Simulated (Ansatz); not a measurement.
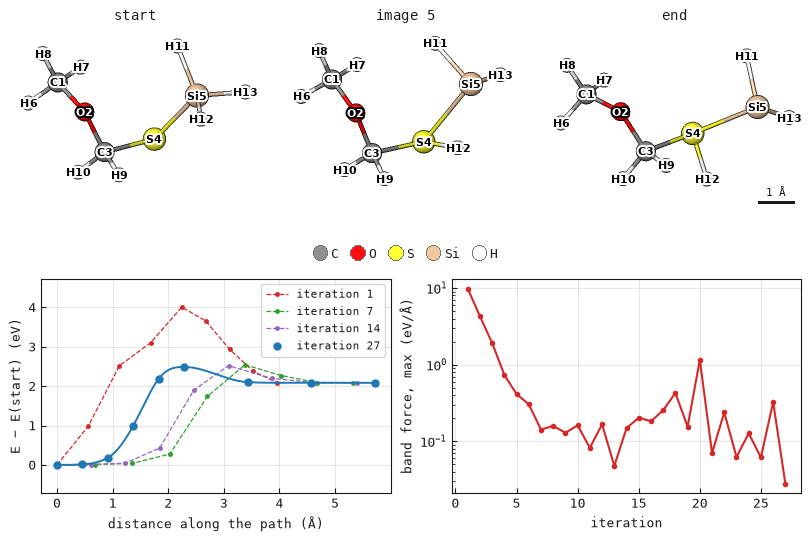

A nudged-elastic-band calculation for C₂H₈OSSi. Images are numbered from 0 (start) to 8 (end). The plot follows the band through its iterations. The picture is a ball-and-stick view, seen face on.

Method: UKS PBE-D4/6-31G* in Ansatz. Settings: 7 movable images; climbing image; force threshold 0.05 eV/Å; iteration limit 60; starting path through a guess of the saddle point.

Q: Did the band converge, and can the barrier be trusted?

A: The result is final at these settings. The band converged in 27 iterations. The largest component of the band force went from 9.9 to 0.028 eV/Å. The climbing image converged on the top of the path. Its vibrational analysis gives one imaginary mode (386i cm⁻¹), as a transition state must have. The first iteration put the highest image at 4.00 eV. The highest point, image 5, lies 2.49 eV above the start and 0.40 eV above the end; the end is at +2.08 eV relative to the start.
